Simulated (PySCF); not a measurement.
**Geometry relaxation, with input and output: CH$_{4}$Si (part 1 of 2)**

System: CH$_{4}$Si.
Method: HF/3-21G, RHF (PySCF 2.14.0).

The geometry comes from this level: PBE0-D4/def2-TZVP. Figures and captions count atoms from 1; the log counts them from 0 in places.

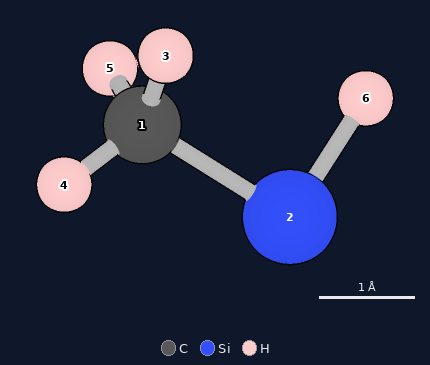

Fig. 1: The starting structure (ball-and-stick view, seen at a tilt; atoms are numbered from 1 in the order of the input). Bond lengths as drawn: C–H 1.09 to 1.10 Å, C–Si 1.89 Å and H–Si 1.53 Å.

Input (run.py):
```python
# C[SiH]
from pyscf import gto
from pyscf.geomopt.geometric_solver import kernel as optimise

molecule = gto.Mole()
molecule.atom = '''
C     -0.176689    -0.691640    -0.699766
Si     1.733446     0.396465     2.120840
H     -2.186224    -0.774977    -0.193130
H      0.406291    -2.523918    -1.441861
H     -0.045353     0.721875    -2.212491
H      0.268719     2.872384     2.426408
'''
molecule.unit = 'bohr'
molecule.spin = 0
molecule.charge = 0
molecule.max_memory = 1860
molecule.verbose = 3
molecule.basis = '3-21g'
molecule.build()

mf = molecule.RHF()
mf.conv_tol = 1e-10
converged, mol_eq = optimise(mf, maxsteps=60, convergence_set='GAU_TIGHT')
print('converged:', converged)
print(mol_eq.tostring())

mf.reset(mol_eq)
molecule = mol_eq
mf.kernel()
if not mf.converged:
    mf = mf.newton().run(mf.mo_coeff, mf.mo_occ)
energy = mf.e_tot
print(f'total energy: {energy:.8f} hartree')
```

Hardware: 1 thread of Intel Xeon @ 2.50GHz (Skylake/Cascade Lake), 189 GiB of memory available, shared host.

Command:
```bash
OMP_NUM_THREADS=1 python run.py
```

What the program printed:
```
#|     Arguments passed to driver run_optimizer():      |#
convergence_set           GAU_TIGHT
customengine              <pyscf.geomopt.geometric_solver.PySCFEngine object>
maxiter                   60
----------------------------------------------------------
Custom engine selected.
Bonds will be generated from interatomic distances less than 1.20 times sum of covalent radii
18 internal coordinates being used (instead of 18 Cartesians)
Internal coordinate system (atoms numbered from 1):
Distance 1-2
Distance 1-3
Distance 1-4
Distance 1-5
Distance 2-6
Angle 2-1-3
Angle 2-1-4
Angle 2-1-5
Angle 3-1-4
Angle 3-1-5
Angle 4-1-5
Angle 1-2-6
Dihedral 3-1-2-6
Dihedral 4-1-2-6
Dihedral 5-1-2-6
Translation-X 1-6
Translation-Y 1-6
Translation-Z 1-6
Rotation-A 1-6
Rotation-B 1-6
Rotation-C 1-6
<class 'geometric.internal.Distance'> : 5
<class 'geometric.internal.Angle'> : 7
<class 'geometric.internal.Dihedral'> : 3
<class 'geometric.internal.TranslationX'> : 1
<class 'geometric.internal.TranslationY'> : 1
<class 'geometric.internal.TranslationZ'> : 1
<class 'geometric.internal.RotationA'> : 1
<class 'geometric.internal.RotationB'> : 1
<class 'geometric.internal.RotationC'> : 1
> ===== Optimization Info: ====
> Job type: Energy minimization
> Maximum number of optimization cycles: 60
> Initial / maximum trust radius (Angstrom): 0.100 / 0.300
> Convergence Criteria:
> Will converge when all 5 criteria are reached:
>  |Delta-E| < 1.00e-06
>  RMS-Grad  < 1.00e-05
>  Max-Grad  < 1.50e-05
>  RMS-Disp  < 4.00e-05
>  Max-Disp  < 6.00e-05
> === End Optimization Info ===

Geometry optimization cycle 1
Cartesian coordinates (Angstrom)
 Atom        New coordinates             dX        dY        dZ
   C  -0.093500  -0.366000  -0.370300    0.000000  0.000000  0.000000
  Si   0.917300   0.209800   1.122300    0.000000  0.000000  0.000000
   H  -1.156900  -0.410100  -0.102200    0.000000  0.000000  0.000000
   H   0.215000  -1.335600  -0.763000    0.000000  0.000000  0.000000
   H  -0.024000   0.382000  -1.170800    0.000000 -0.000000  0.000000
   H   0.142200   1.520000   1.284000    0.000000  0.000000  0.000000
converged SCF energy = -327.324216706021
--------------- RHF_Scanner gradients ---------------
         x                y                z
0 C     0.0120829707     0.0062532134     0.0175323181
1 Si    -0.0101797798    -0.0042795305    -0.0139679496
2 H    -0.0042334679     0.0013490009     0.0021243867
3 H     0.0021345572    -0.0054971245    -0.0018565248
4 H     0.0002725005     0.0044637673    -0.0020529089
5 H    -0.0000767806    -0.0022893265    -0.0017793215
----------------------------------------------
cycle 1: E = -327.324216706  dE = -327.324  norm(grad) = 0.0300771
Step    0 : Gradient = 1.228e-02/2.219e-02 (rms/max) Energy = -327.3242167060
Hessian Eigenvalues: 2.30000e-02 5.00000e-02 5.00000e-02 ... 3.39282e-01 3.39532e-01 3.47381e-01

Geometry optimization cycle 2
Cartesian coordinates (Angstrom)
 Atom        New coordinates             dX        dY        dZ
   C  -0.105451  -0.372711  -0.388235   -0.011952 -0.006711 -0.017935
  Si   0.925082   0.231118   1.146842    0.007782  0.021318  0.024542
   H  -1.164488  -0.434573  -0.135876   -0.007588 -0.024473 -0.033676
   H   0.210782  -1.334868  -0.766890   -0.004218  0.000731 -0.003891
   H  -0.037756   0.353484  -1.199187   -0.013756 -0.028516 -0.028387
   H   0.171932   1.557650   1.343346    0.029732  0.037650  0.059346
converged SCF energy = -327.325365012125
--------------- RHF_Scanner gradients ---------------
         x                y                z
0 C     0.0038407329    -0.0026657900     0.0022224916
1 Si    -0.0014414310     0.0010944154    -0.0007467614
2 H    -0.0002832888     0.0002032173    -0.0008507674
3 H    -0.0018403833     0.0007824614    -0.0013800445
4 H    -0.0008028065    -0.0001401680    -0.0003474628
5 H     0.0005271767     0.0007258637     0.0011025444
----------------------------------------------
cycle 2: E = -327.325365012  dE = -0.00114831  norm(grad) = 0.00633914
Step    1 : Displace = 4.298e-02/7.631e-02 (rms/max) Trust = 1.000e-01 (=) Grad = 2.588e-03/5.177e-03 (rms/max) E (change) = -327.3253650121 (-1.148e-03) Quality = 0.895
Hessian Eigenvalues: 2.30000e-02 5.00000e-02 5.00000e-02 ... 3.38452e-01 3.39447e-01 3.51742e-01

Geometry optimization cycle 3
Cartesian coordinates (Angstrom)
 Atom        New coordinates             dX        dY        dZ
   C  -0.110043  -0.366918  -0.389010   -0.004592  0.005793 -0.000775
  Si   0.930307   0.224500   1.147697    0.005225 -0.006618  0.000855
   H  -1.167051  -0.432175  -0.131567   -0.002563  0.002399  0.004309
   H   0.216152  -1.330113  -0.757665    0.005371  0.004756  0.009226
   H  -0.036372   0.358743  -1.199041    0.001384  0.005259  0.000145
   H   0.167108   1.546063   1.329586   -0.004824 -0.011587 -0.013760
converged SCF energy = -327.32545257842
--------------- RHF_Scanner gradients ---------------
         x                y                z
0 C     0.0005310602    -0.0002232184     0.0004643279
1 Si     0.0006293900    -0.0001501945     0.0005186058
2 H    -0.0002319698    -0.0000160867    -0.0003717725
3 H    -0.0003620559     0.0005515417     0.0000287045
4 H    -0.0002988591    -0.0000555980    -0.0002901699
5 H    -0.0002675654    -0.0001064439    -0.0003496958
----------------------------------------------
cycle 3: E = -327.325452578  dE = -8.75663e-05  norm(grad) = 0.00149843
Step    2 : Displace = 1.057e-02/1.867e-02 (rms/max) Trust = 1.414e-01 (+) Grad = 6.117e-04/8.292e-04 (rms/max) E (change) = -327.3254525784 (-8.757e-05) Quality = 0.932
Hessian Eigenvalues: 2.29990e-02 5.00000e-02 5.00000e-02 ... 3.39369e-01 3.40525e-01 3.47167e-01

Geometry optimization cycle 4
Cartesian coordinates (Angstrom)
 Atom        New coordinates             dX        dY        dZ
   C  -0.111433  -0.367332  -0.390874   -0.001390 -0.000413 -0.001864
  Si   0.927619   0.224968   1.145526   -0.002688  0.000468 -0.002171
   H  -1.167617  -0.433197  -0.131103   -0.000566 -0.001022  0.000464
   H   0.217814  -1.331493  -0.757054    0.001662 -0.001381  0.000611
   H  -0.035659   0.358760  -1.199995    0.000713  0.000018 -0.000953
   H   0.169378   1.548393   1.333500    0.002269  0.002330  0.003914
converged SCF energy = -327.325459904646
--------------- RHF_Scanner gradients ---------------
         x                y                z
0 C     0.0000140036     0.0000263166     0.0000703027
1 Si    -0.0000212899     0.0000263526    -0.0000261344
2 H    -0.0000607729     0.0000184823     0.0000491225
3 H     0.0000398878    -0.0001345138    -0.0000558359
4 H     0.0000349600     0.0000819002    -0.0000276294
5 H    -0.0000067887    -0.0000185379    -0.0000098255
----------------------------------------------
cycle 4: E = -327.325459905  dE = -7.32623e-06  norm(grad) = 0.00021469
Step    3 : Displace = 2.935e-03/5.097e-03 (rms/max) Trust = 2.000e-01 (+) Grad = 8.765e-05/1.510e-04 (rms/max) E (change) = -327.3254599046 (-7.326e-06) Quality = 0.978
Hessian Eigenvalues: 2.29798e-02 4.99999e-02 5.00000e-02 ... 3.36589e-01 3.39446e-01 3.62544e-01

Geometry optimization cycle 5
Cartesian coordinates (Angstrom)
 Atom        New coordinates             dX        dY        dZ
   C  -0.111540  -0.367246  -0.390953   -0.000107  0.000085 -0.000079
  Si   0.927516   0.224908   1.145635   -0.000103 -0.000060  0.000108
   H  -1.167655  -0.433476  -0.131459   -0.000038 -0.000279 -0.000356
   H   0.217943  -1.331207  -0.756826    0.000129  0.000286  0.000228
   H  -0.035928   0.358495  -1.200237   -0.000269 -0.000266 -0.000242
   H   0.169765   1.548627   1.333841    0.000387  0.000234  0.000341
converged SCF energy = -327.325460020645
--------------- RHF_Scanner gradients ---------------
         x                y                z
0 C    -0.0000138012    -0.0000335660    -0.0000091741
1 Si     0.0000050002     0.0000147041    -0.0000049939
2 H     0.0000096998     0.0000082153     0.0000026150
3 H    -0.0000082323     0.0000099887    -0.0000001260
4 H     0.0000128786     0.0000056187     0.0000095809
5 H    -0.0000055451    -0.0000049607     0.0000020981
----------------------------------------------
cycle 5: E = -327.325460021  dE = -1.16e-07  norm(grad) = 4.85018e-05
Step    4 : Displace = 3.936e-04/5.658e-04 (rms/max) Trust = 2.828e-01 (+) Grad = 1.980e-05/3.743e-05 (rms/max) E (change) = -327.3254600206 (-1.160e-07) Quality = 1.135
Hessian Eigenvalues: 2.14383e-02 4.99995e-02 5.00000e-02 ... 3.38661e-01 3.40942e-01 4.15794e-01

Geometry optimization cycle 6
Cartesian coordinates (Angstrom)
 Atom        New coordinates             dX        dY        dZ
   C  -0.111575  -0.367193  -0.390968   -0.000035  0.000053 -0.000016
  Si   0.927385   0.224813   1.145754   -0.000131 -0.000095  0.000119
   H  -1.167705  -0.433637  -0.131565   -0.000050 -0.000162 -0.000106
   H   0.218076  -1.331128  -0.756776    0.000133  0.000080  0.000050
   H  -0.036082   0.358481  -1.200315   -0.000154 -0.000014 -0.000078
   H   0.170002   1.548765   1.333870    0.000237  0.000138  0.000030
converged SCF energy = -327.325460035576
--------------- RHF_Scanner gradients ---------------
         x                y                z
0 C    -0.0000137699    -0.0000178484    -0.0000033144
1 Si     0.0000105399     0.0000066070    -0.0000016892
2 H     0.0000067195     0.0000046013    -0.0000060928
3 H    -0.0000041364     0.0000103157     0.0000043931
4 H     0.0000052093    -0.0000016098     0.0000022663
5 H    -0.0000045624    -0.0000020658     0.0000044370
----------------------------------------------
cycle 6: E = -327.325460036  dE = -1.49308e-08  norm(grad) = 3.16648e-05
Step    5 : Displace = 1.904e-04/2.740e-04 (rms/max) Trust = 3.000e-01 (+) Grad = 1.293e-05/2.279e-05 (rms/max) E (change) = -327.3254600356 (-1.493e-08) Quality = 1.442
Hessian Eigenvalues: 1.00205e-02 4.99984e-02 5.00000e-02 ... 3.38563e-01 3.40319e-01 4.07260e-01

Geometry optimization cycle 7
Cartesian coordinates (Angstrom)
 Atom        New coordinates             dX        dY        dZ
   C  -0.111593  -0.367149  -0.390971   -0.000018  0.000044 -0.000003
  Si   0.927141   0.224641   1.145963   -0.000244 -0.000172  0.000209
   H  -1.167735  -0.433877  -0.131615   -0.000029 -0.000239 -0.000050
   H   0.218239  -1.331028  -0.756810    0.000163  0.000099 -0.000034
   H  -0.036269   0.358549  -1.200303   -0.000187  0.000068  0.000012
   H   0.170318   1.548964   1.333736    0.000316  0.000199 -0.000134
converged SCF energy = -327.325460048188
--------------- RHF_Scanner gradients ---------------
         x                y                z
0 C    -0.0000083183     0.0000037226     0.0000099813
1 Si     0.0000087409    -0.0000008737    -0.0000046085
2 H     0.0000009797     0.0000006640    -0.0000098551
3 H     0.0000012186     0.0000022948     0.0000041020
4 H     0.0000002890    -0.0000049937    -0.0000050231
5 H    -0.0000029098    -0.0000008140     0.0000054036
----------------------------------------------
cycle 7: E = -327.325460048  dE = -1.26121e-08  norm(grad) = 2.21758e-05
Step    6 : Displace = 2.676e-04/3.920e-04 (rms/max) Trust = 3.000e-01 (=) Grad = 9.053e-06/1.352e-05 (rms/max) E (change) = -327.3254600482 (-1.261e-08) Quality = 1.503
Hessian Eigenvalues: 3.92558e-03 4.99989e-02 5.00000e-02 ... 3.37802e-01 3.40453e-01 4.06400e-01

Geometry optimization cycle 8
Cartesian coordinates (Angstrom)
 Atom        New coordinates             dX        dY        dZ
   C  -0.111598  -0.367123  -0.390967   -0.000005  0.000026  0.000004
  Si   0.926738   0.224357   1.146326   -0.000403 -0.000284  0.000363
   H  -1.167739  -0.434241  -0.131610   -0.000004 -0.000364  0.000005
   H   0.218452  -1.330888  -0.756957    0.000213  0.000141 -0.000147
   H  -0.036523   0.358726  -1.200169   -0.000253  0.000177  0.000134
   H   0.170770   1.549269   1.333378    0.000452  0.000305 -0.000358
converged SCF energy = -327.325460062186
--------------- RHF_Scanner gradients ---------------
         x                y                z
0 C    -0.0000009752     0.0000211589     0.0000198992
1 Si     0.0000037185    -0.0000067124    -0.0000072548
2 H    -0.0000037418    -0.0000026371    -0.0000096693
3 H     0.0000049979    -0.0000056815     0.0000020304
4 H    -0.0000030211    -0.0000061772    -0.0000096220
5 H    -0.0000009783     0.0000000493     0.0000046165
```
